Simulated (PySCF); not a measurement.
# C6H8BN3: the cost of one run

Programs: PySCF 2.14.0, with routines of our own; each step states its level. All values are computed. Atoms count from 0.

### 1 The system as given

18 atoms, charge 0, multiplicity 1; geometry from: GFN2-xTB.

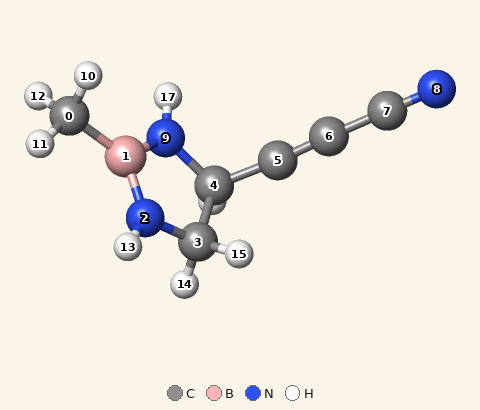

The starting geometry (carbon grey, boron pink, nitrogen blue, hydrogen white).

### 2 Magnetic properties: GIAO B97-2/pcSseg-1

The job: settings as JSON, then the geometry in Å.

```
{"job": {"kind": "mag", "xc": "B97-2", "basis": "pcSseg-1", "isotopologues": 0}, "charge": 0, "multiplicity": 1}
C     -2.580824     1.224535     0.549244
B     -1.397313     0.275850     0.105087
N     -1.170225    -1.045963     0.520400
C      0.002946    -1.633471    -0.084485
C      0.597988    -0.482918    -0.944023
C      1.905595    -0.081988    -0.460104
C      2.959596     0.320038    -0.025930
C      4.163862     0.742590     0.448835
N      5.180161     1.099921     0.849549
N     -0.362923     0.593986    -0.800572
H     -2.218142     2.022897     1.193183
H     -3.349095     0.688286     1.099215
H     -3.056949     1.700620    -0.304390
H     -1.696410    -1.620939     1.152477
H     -0.256355    -2.493924    -0.715406
H      0.723237    -1.971963     0.672181
H      0.704387    -0.789155    -1.997837
H     -0.158294     1.457914    -1.269081
```

Method: GIAO B97-2/pcSseg-1 magnetisability, rotational g tensor and spin-rotation constants, non-relativistic, gas phase.

Run with:

```
> OMP_NUM_THREADS=1 python excited_run.py task.json out
```

This one command runs all jobs of the session in turn.

**Question.** How long does this first job take on 1 thread of Arm Neoverse N1, shared host, and how much memory does it need?

About 89 s, with a peak of 0.99 GiB.
